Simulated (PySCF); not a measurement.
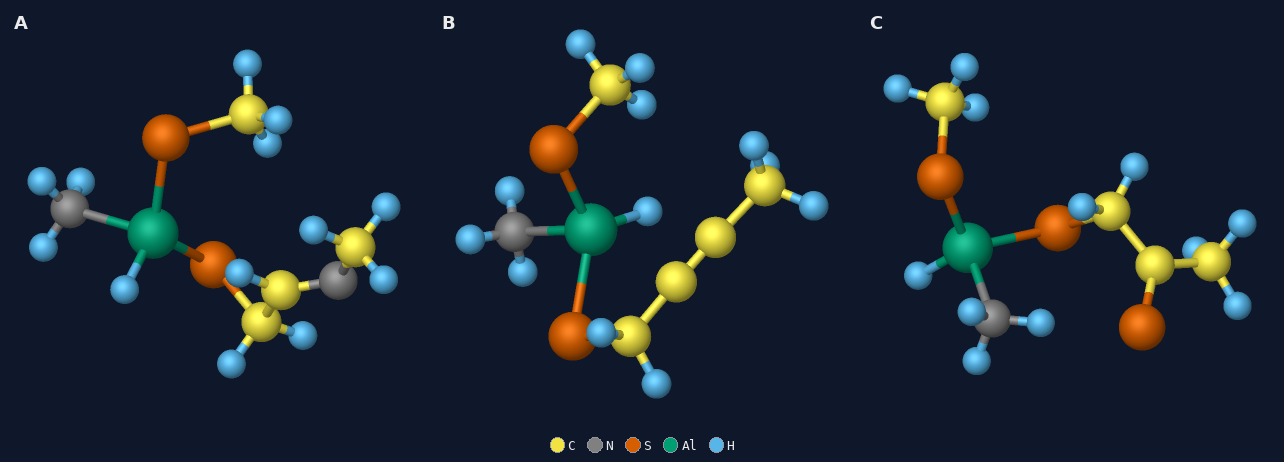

Figure made from data computed with PySCF.

```xyz
21
charge 0, multiplicity 1
C     2.0451   -1.6539    1.0766
C     1.8658   -0.8877   -0.1367
C     1.7749   -0.2980   -1.1847
C     1.6828    0.4811   -2.3930
S     0.4840    1.8674   -2.1541
Al   -0.5387    0.8954   -0.4230
N    -2.0130    2.3988   -0.4177
S    -1.8148   -0.9134   -0.7206
C    -1.7549   -1.4865    1.0131
H     1.5428   -2.6168    0.9920
H     1.6348   -1.1104    1.9272
H     3.1079   -1.8220    1.2487
H     1.3353   -0.1232   -3.2326
H     2.6424    0.9403   -2.6378
H    -0.0083    1.1378    1.0003
H    -1.5287    3.2957   -0.4237
H    -2.5498    2.3326   -1.2851
H    -2.6682    2.3926    0.3617
H    -1.1616   -0.8006    1.6148
H    -2.7717   -1.5321    1.3913
H    -1.3149   -2.4798    1.0281
```

> Which picture belongs to the input above?

B. The file holds C5H12AlNS2, `CC#CC[S][Al@@H-]([NH3+])[S]C`.
